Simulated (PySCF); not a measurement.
# CH4F2OSi (SMILES C[Si](O)(F)F) at 6 levels

We compute a comparison of 6 runs (HF/STO-3G, HF/def2-SVP, M06-2X/3-21G, B3LYP/6-31G*, PBE/pcseg-1, CCSD(T)/3-21G) of CH4F2OSi. 

The calculation is run with PySCF 2.14.0.

1 further run of the same task is left out (set aside as unsound or not needed).

## Step 1: The structure to begin with

CH4F2OSi: 9 atoms, total charge 0, spin state singlet. SMILES: `C[Si](O)(F)F`. The coordinates come from a PBE0-D4/def2-TZVP relaxation. This is one conformer, not always the lowest.

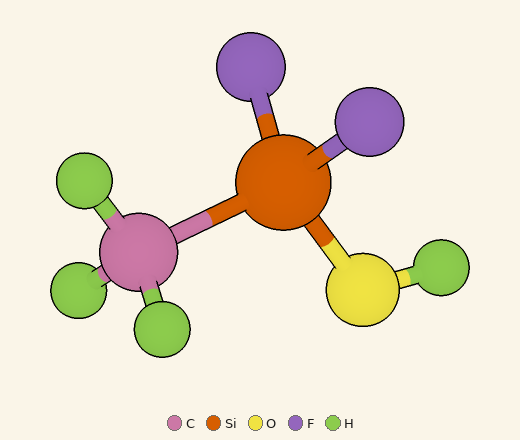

The structure, seen from a chosen angle (carbon pink, silicon orange, oxygen yellow, fluorine purple, hydrogen green).

## Step 2: Energy and forces at HF/STO-3G (run 1)

The input, job.py:

```python
from pyscf import gto, scf

mol = gto.M(
    atom='''
C   -1.189400   0.338900  -0.162200
Si   0.580100  -0.130700  -0.192500
O    1.083400  -0.479900   1.308000
F    0.827400  -1.374000  -1.151900
F    1.471900   1.032700  -0.807900
H   -1.795500  -0.480100   0.229600
H   -1.342100   1.213300   0.473300
H   -1.540100   0.577500  -1.168100
H    1.992700  -0.743900   1.454700
''',
    basis='sto-3g',
    spin=0,
    verbose=3,
    max_memory=1860,
)

mf = scf.RHF(mol)
mf.conv_tol = 1e-10
mf.kernel()
if not mf.converged:
    mf = mf.newton().run(mf.mo_coeff, mf.mo_occ)

e_tot = mf.e_tot
print('E(%s) = %.9f' % ('HF', e_tot))
grad = mf.nuc_grad_method().kernel()
dip = mf.dip_moment()
pop, q = mf.mulliken_pop()
```

Launch:

```
$ OMP_NUM_THREADS=1 python job.py
```

Log:

```text
converged SCF energy = -595.33929258588
[... 9 lines left out ...]
Dipole moment(X, Y, Z, Debye): -0.09309, -0.01859,  0.30638
[... 43 lines left out ...]
charge of    8H =      0.18457
```

It took 1.9 s on 1 thread of Intel Xeon at 2.70GHz, shared host; peak memory 0.12 GiB.

## Step 3: Energy and forces at HF/def2-SVP (run 2)

The input, input.py:

```python
# C[Si](O)(F)F
import pyscf.grad
from pyscf import gto

mol = gto.M(
    atom='''
C       -1.189400       0.338900      -0.162200
Si       0.580100      -0.130700      -0.192500
O        1.083400      -0.479900       1.308000
F        0.827400      -1.374000      -1.151900
F        1.471900       1.032700      -0.807900
H       -1.795500      -0.480100       0.229600
H       -1.342100       1.213300       0.473300
H       -1.540100       0.577500      -1.168100
H        1.992700      -0.743900       1.454700
''',
    spin=0,
    verbose=4,
    max_memory=1860,
    charge=0,
    basis='def2-svp',
)

mf = mol.RHF()
mf.conv_tol = 1e-10
mf.kernel()
if not mf.converged:
    mf = mf.newton().run(mf.mo_coeff, mf.mo_occ)

e_tot = mf.e_tot
print(f'total energy: {e_tot:.8f} hartree')
grad = mf.Gradients().kernel()
mf.analyze()
```

Launch:

```
$ OMP_NUM_THREADS=1 python input.py
```

Log:

```text
PySCF version 2.14.0

[... 88 lines left out ...]
MO #4   energy= -20.5739540862315  occ= 2
[... 17 lines left out ...]
MO #22  energy= -0.573117567232444 occ= 2
[... 17 lines left out ...]
MO #40  energy= 0.678177738730108  occ= 0
[... 17 lines left out ...]
MO #58  energy= 1.53834940586665   occ= 0
[... 17 lines left out ...]
MO #76  energy= 2.74959427070427   occ= 0
[... 17 lines left out ...]
MO #94  energy= 4.07984623833292   occ= 0
[... 106 lines left out ...]
Dipole moment(X, Y, Z, Debye): -0.40596, -0.04329,  1.06650
```

Run time: 8.1 s. Hardware: 1 thread of Intel Xeon at 2.70GHz, shared host; peak memory 0.19 GiB.

## Step 4: Energy and gradient at M06-2X/3-21G (run 3)

The input, input.py:

```python
import pyscf.grad
from pyscf import gto, dft

mol = gto.M(
    atom=[
    ('C', (-1.189400, 0.338900, -0.162200)),
    ('Si', (0.580100, -0.130700, -0.192500)),
    ('O', (1.083400, -0.479900, 1.308000)),
    ('F', (0.827400, -1.374000, -1.151900)),
    ('F', (1.471900, 1.032700, -0.807900)),
    ('H', (-1.795500, -0.480100, 0.229600)),
    ('H', (-1.342100, 1.213300, 0.473300)),
    ('H', (-1.540100, 0.577500, -1.168100)),
    ('H', (1.992700, -0.743900, 1.454700)),
],
    verbose=4,
    spin=0,
    max_memory=1860,
    basis='3-21g',
)

calc0 = dft.RKS(mol)
calc0.xc = 'm06-2x'
calc0.grids.level = 5
calc0.conv_tol = 1e-10
calc0.kernel()
if not calc0.converged:
    calc0 = calc0.newton().run(calc0.mo_coeff, calc0.mo_occ)

e_tot = calc0.e_tot
print(f'total energy: {e_tot:.8f} hartree')
grad = calc0.Gradients().kernel()
calc0.analyze()
```

Launch:

```
$ OMP_NUM_THREADS=1 python input.py
```

Log:

```text
PySCF version 2.14.0

[... 95 lines left out ...]
One-electron Energy =                -1357.723555933182524
[... 13 lines left out ...]
MO #9   energy= -3.93999578353502  occ= 2
[... 11 lines left out ...]
MO #21  energy= -0.48315294841658  occ= 2
[... 11 lines left out ...]
MO #33  energy= 0.266291624302782  occ= 0
[... 11 lines left out ...]
MO #45  energy= 1.55159449562899   occ= 0
[... 11 lines left out ...]
MO #57  energy= 3.64595622209032   occ= 0
[... 69 lines left out ...]
Dipole moment(X, Y, Z, Debye): -0.34326, -0.04414,  0.95592
```

Wall time 29 s (1 thread of Intel Xeon at 2.70GHz, shared host); peak memory 0.59 GiB.

Runs 4 to 5 aren't shown in full; the table further down has their settings and results.

## Step 5: A single-point energy at CCSD(T)/3-21G (run 6)

The input, start.xyz:

```xyz
9
CH4F2OSi
C     -1.189400     0.338900    -0.162200
Si     0.580100    -0.130700    -0.192500
O      1.083400    -0.479900     1.308000
F      0.827400    -1.374000    -1.151900
F      1.471900     1.032700    -0.807900
H     -1.795500    -0.480100     0.229600
H     -1.342100     1.213300     0.473300
H     -1.540100     0.577500    -1.168100
H      1.992700    -0.743900     1.454700
```

The input, run.py:

```python
from pyscf import gto, scf, cc

mol = gto.M(
    atom='start.xyz',
    basis='3-21g',
    max_memory=1860,
    verbose=3,
)

myscf = scf.RHF(mol)
myscf.conv_tol = 1e-10
myscf.kernel()
if not myscf.converged:
    myscf = myscf.newton().run(myscf.mo_coeff, myscf.mo_occ)

mycc = cc.CCSD(myscf, frozen=9)
mycc.kernel()
e_t = mycc.ccsd_t()
energy = mycc.e_tot + e_t
print('E(%s) = %.9f' % ('CCSD(T)', energy))
myscf.analyze()
```

Launch:

```
$ OMP_NUM_THREADS=1 python run.py
```

Log:

```text
converged SCF energy = -599.846079120874
[... 10 lines left out ...]
MO #7   energy= -4.3218625500195   occ= 2
[... 9 lines left out ...]
MO #17  energy= -0.676920715010629 occ= 2
[... 9 lines left out ...]
MO #27  energy= 0.249504694549742  occ= 0
[... 9 lines left out ...]
MO #37  energy= 0.633444005015159  occ= 0
[... 9 lines left out ...]
MO #47  energy= 1.95908080905937   occ= 0
[... 9 lines left out ...]
MO #57  energy= 4.04022063362909   occ= 0
[... 10 lines left out ...]
Dipole moment(X, Y, Z, Debye): -0.42715, -0.02552,  0.98312
```

Run time: 5.4 s. Hardware: 1 thread of Intel Xeon at 2.70GHz, shared host; peak memory 0.18 GiB.

## Step 6: The series

```tsv
run	level	integration grid	Cartesian functions	energy (Eh)	dipole moment (D) of the reference	HOMO energy (eV)	LUMO energy (eV)	wall time
1	HF/STO-3G	–	no	-595.339293	0.32	-10.22	12.80	1.9 s
2	HF/def2-SVP	–	no	-602.729458	1.14	-13.76	4.30	8.1 s
3	M06-2X/3-21G	5	no	-601.681983	1.02	-11.28	2.88	29 s
4	B3LYP/6-31G* (Cartesian functions)	5	yes	-605.102937	0.95	-9.33	1.11	38 s
5	PBE/pcseg-1	5	no	-604.558828	1.12	-8.20	-0.08	48 s
6	CCSD(T)/3-21G	–	no	-600.360626	1.07	-13.72	5.77	5.4 s
```

## Step 7: Outcome

```
                                          quantity          value
                               run 6: total energy  -600.36063 Eh
       run 6: dipole moment (Hartree–Fock density)         1.07 D
        run 6: HOMO energy (Hartree–Fock orbitals)      -13.72 eV
        run 6: LUMO energy (Hartree–Fock orbitals)        5.77 eV
      run 6: HOMO–LUMO gap (Hartree–Fock orbitals)       19.49 eV
run 6: correlation energy (9 core orbitals frozen)     -514.5 mEh
                             run 6: (T) correction      -8.30 mEh
                              run 6: T1 diagnostic          0.011
```

**Reading.** Over runs 1, 2, 3, 4, 5 the dipole moment (its size) runs from 0.32 D (HF/STO-3G) to 1.14 D (HF/def2-SVP). Over runs 1, 2, 3, 4, 5 the HOMO–LUMO gap runs from 8.12 eV (PBE/pcseg-1) to 23.02 eV (HF/STO-3G). The two ends differ in method and basis. Totals of different functionals can't be ranked against each other. In run 1 the basis is minimal, so the values are rough. All runs together took 2.2 min, the longest 48 s.
